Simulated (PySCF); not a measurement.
**doublet SnTe−: levels of theory compared**

Wanted: a comparison of 6 runs (UHF/3-21G, U-wB97X/def2-TZVPPD, UBLYP/def2-TZVPPD, UCAM-B3LYP/def2-TZVPPD, UM06-2X/def2-TZVPPD, USCS-MP2/def2-TZVPPD) of doublet SnTe−. The job is set up through a Python script.

Program for the calculation: PySCF 2.14.0.

2 further runs of the same task are left out: 2 set aside as unsound or not needed.

## (1) The structure to begin with

SnTe− has 2 atoms, charge -1, and is taken as a doublet. As SMILES of the parent species, `[Sn][Te]`. Geometry: relaxed at PBE0-D4/def2-TZVP. That shape belongs to the parent species and isn't relaxed for this state.

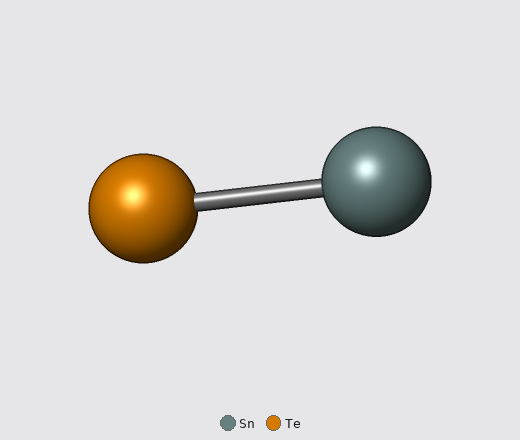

Viewed from a chosen angle; tin teal, tellurium orange.

## (2) A single-point energy at UHF/3-21G (run 1)

Contents of job.py:

```python
from pyscf import gto, scf

mol = gto.M(
    atom='''
Sn       0.000000       0.000000       0.009440
Te       0.000000       0.000000       2.527330
''',
    spin=1,
    max_memory=1860,
    basis='3-21g',
    charge=-1,
    verbose=3,
)

hf = scf.UHF(mol)
hf.conv_tol = 1e-10
hf.kernel()
if not hf.converged:
    hf = hf.newton().run(hf.mo_coeff, hf.mo_occ)

energy = hf.e_tot
print('E = %.10f Eh' % energy)
```

On the command line:

```console
$ OMP_NUM_THREADS=1 python job.py
```

The log of the run:

```text
converged SCF energy = -12579.0498165379  <S^2> = 0.77835417  2S+1 = 2.028156
E = -12579.0498165379 Eh
```

Wall time 1.3 s (1 thread of Arm Neoverse V1, shared host); peak memory 0.12 GiB.

## (3) The energy at U-wB97X/def2-TZVPPD (core potential) (run 2)

Contents of job.py:

```python
from pyscf import gto, dft

mol = gto.Mole()
mol.atom = '''
Sn   0.000000   0.000000   0.009440
Te   0.000000   0.000000   2.527330
'''
mol.spin = 1
mol.ecp = {'Sn': 'def2-svp', 'Te': 'def2-svp'}
mol.basis = 'def2-tzvppd'
mol.charge = -1
mol.verbose = 3
mol.max_memory = 1860
mol.build()

mf = dft.UKS(mol)
mf.xc = 'wb97x'
mf.conv_tol = 1e-10
mf.grids.level = 5
mf.kernel()
if not mf.converged:
    mf = mf.newton().run(mf.mo_coeff, mf.mo_occ)

e_tot = mf.e_tot
print(f'total energy: {e_tot:.8f} hartree')
```

On the command line:

```console
$ OMP_NUM_THREADS=1 python job.py
```

The log of the run:

```text
WARN: HOMO -0.863962421524952 >= LUMO -0.863962421524954

converged SCF energy = -482.498556352058  <S^2> = 0.75602723  2S+1 = 2.0060182
total energy: -482.49855635 hartree
```

Run time: 61 s. Hardware: 1 thread of Arm Neoverse V1, shared host; peak memory 0.61 GiB.

## (4) A single-point energy at UBLYP/def2-TZVPPD (core potential) (run 3)

Contents of run.py:

```python
from pyscf import gto, dft

system = gto.M(
    atom='''
Sn       0.000000       0.000000       0.009440
Te       0.000000       0.000000       2.527330
''',
    basis='def2-tzvppd',
    ecp={'Sn': 'def2-svp', 'Te': 'def2-svp'},
    spin=1,
    verbose=4,
    charge=-1,
    max_memory=1860,
)

myscf = dft.UKS(system)
myscf.xc = 'blyp'
myscf.grids.level = 5
myscf.conv_tol = 1e-10
myscf.kernel()
if not myscf.converged:
    myscf = myscf.newton().run(myscf.mo_coeff, myscf.mo_occ)

e_final = myscf.e_tot
print('E = %.10f Eh' % e_final)
```

On the command line:

```console
$ OMP_NUM_THREADS=1 python run.py
```

The log of the run:

```text
PySCF version 2.14.0

[INPUT] num. atoms = 2
[INPUT] num. electrons = 47
[INPUT] charge = -1
[INPUT] spin (= nelec alpha-beta = 2S) = 1
[INPUT] symmetry False subgroup None
[INPUT] Mole.unit = angstrom
[INPUT] Symbol           X                Y                Z      unit          X                Y                Z       unit  Magmom
[INPUT]  1 Sn     0.000000000000   0.000000000000   0.009440000000 AA    0.000000000000   0.000000000000   0.017839014616 Bohr   0.0
[INPUT]  2 Te     0.000000000000   0.000000000000   2.527330000000 AA    0.000000000000   0.000000000000   4.775961526397 Bohr   0.0

nuclear repulsion = 110.968138944021
number of shells = 37
number of NR pGTOs = 198
number of NR cGTOs = 115
basis = def2-tzvppd
ecp = {'Sn': 'def2-svp', 'Te': 'def2-svp'}

[... 34 lines left out ...]
[... the frontier-level lines of each cycle are left out ...]
[... 3 lines left out ...]
[... 5 lines left out ...]
[... 82 lines left out ...]
converged SCF energy = -482.321134988892  <S^2> = 0.75197665  2S+1 = 2.0019757
E = -482.3211349889 Eh
```

Wall time 32 s (1 thread of Arm Neoverse V1, shared host); peak memory 0.61 GiB.

Runs 4 to 5 aren't shown in full; the table further down has their settings and results.

## (5) The energy at USCS-MP2/def2-TZVPPD (core potential) (run 6)

Contents of calc.py:

```python
from pyscf import gto, mp

mol = gto.Mole()
mol.atom = 'Sn 0.000000 0.000000 0.009440; Te -0.000000 -0.000000 2.527330'
mol.basis = 'def2-tzvppd'
mol.ecp = {'Sn': 'def2-svp', 'Te': 'def2-svp'}
mol.verbose = 4
mol.spin = 1
mol.max_memory = 1860
mol.charge = -1
mol.build()

mf = mol.UHF()
mf.conv_tol = 1e-10
mf.kernel()
if not mf.converged:
    mf = mf.newton().run(mf.mo_coeff, mf.mo_occ)

pt = mp.MP2(mf, frozen=8).run()
e_final = mf.e_tot + 1.2 * pt.e_corr_os + pt.e_corr_ss / 3
print(f'total energy: {e_final:.8f} hartree')
```

On the command line:

```console
$ OMP_NUM_THREADS=1 python calc.py
```

The log of the run:

```text
PySCF version 2.14.0

[INPUT] num. atoms = 2
[INPUT] num. electrons = 47
[INPUT] charge = -1
[INPUT] spin (= nelec alpha-beta = 2S) = 1
[INPUT] symmetry False subgroup None
[INPUT] Mole.unit = angstrom
[INPUT] Symbol           X                Y                Z      unit          X                Y                Z       unit  Magmom
[INPUT]  1 Sn     0.000000000000   0.000000000000   0.009440000000 AA    0.000000000000   0.000000000000   0.017839014616 Bohr   0.0
[INPUT]  2 Te     0.000000000000   0.000000000000   2.527330000000 AA    0.000000000000   0.000000000000   4.775961526397 Bohr   0.0

nuclear repulsion = 110.968138944021
number of shells = 37
number of NR pGTOs = 198
number of NR cGTOs = 115
basis = def2-tzvppd
ecp = {'Sn': 'def2-svp', 'Te': 'def2-svp'}

[... 18 lines left out ...]
[... the frontier-level lines of each cycle are left out ...]
[... 84 lines left out ...]
converged SCF energy = -480.442644803195  <S^2> = 0.77392443  2S+1 = 2.023783
[... 1 line left out ...]
******** <class 'pyscf.mp.ump2.UMP2'> ********
nocc = (np.int64(16), np.int64(15)), nmo = (107, 107)
frozen orbitals 8
E(UMP2) = -481.204461953718  E_corr = -0.761817150522982
E(SCS-UMP2) = -481.11537631102  E_corr = -0.672731507824929
E_corr(same-spin) = -0.278595084003058
E_corr(oppo-spin) = -0.483222066519924
total energy: -481.11537631 hartree
```

Run time: 11 s. Hardware: 1 thread of Arm Neoverse V1, shared host; peak memory 0.4 GiB.

## (6) The series

| run | level | core potential | integration grid | energy (Eh) | HOMO energy (eV) | LUMO energy (eV) | ⟨S²⟩ | wall time |
| --- | --- | --- | --- | --- | --- | --- | --- | --- |
| 1 | UHF/3-21G | – | – | -12579.049817 | -0.96 | 4.70 | 0.778 | 1.3 s |
| 2 | U-wB97X/def2-TZVPPD (core potential) | def2-svp | 5 | -482.498556 | -1.18 | 3.78 | 0.756 | 61 s |
| 3 | UBLYP/def2-TZVPPD (core potential) | def2-svp | 5 | -482.321135 | 1.62 | 1.64 | 0.752 | 32 s |
| 4 | UCAM-B3LYP/def2-TZVPPD (core potential) | def2-svp | 5 | -482.397973 | -0.36 | 3.01 | 0.755 | 56 s |
| 5 | UM06-2X/def2-TZVPPD (core potential) | def2-svp | 5 | -482.270432 | -0.21 | 2.86 | 0.763 | 62 s |
| 6 | USCS-MP2/def2-TZVPPD (core potential) | def2-svp | – | -481.115376 | -1.33 | 3.82 | 0.774 | 11 s |

## (7) Summary of results

| quantity | value |
| --- | --- |
| run 6: total energy | -481.11538 Eh |
| run 6: HOMO energy (Hartree–Fock orbitals) (highest over α and β) | -1.33 eV |
| run 6: LUMO energy (Hartree–Fock orbitals) (lowest over α and β) | 3.82 eV |
| run 6: correlation energy (8 core orbitals frozen) | -672.7 mEh |
| run 6: ⟨S²⟩ of the reference determinant | 0.774 |

Totals of different functionals can't be ranked against each other. Some runs of one species differ in core potentials or relativity; totals across that change don't compare. In run 3 the HOMO lies above zero, so the outermost electron may be held by the basis alone. In run 1 relativity is left out where basis or elements ask for it. All runs together took 3.7 min, the longest 62 s.
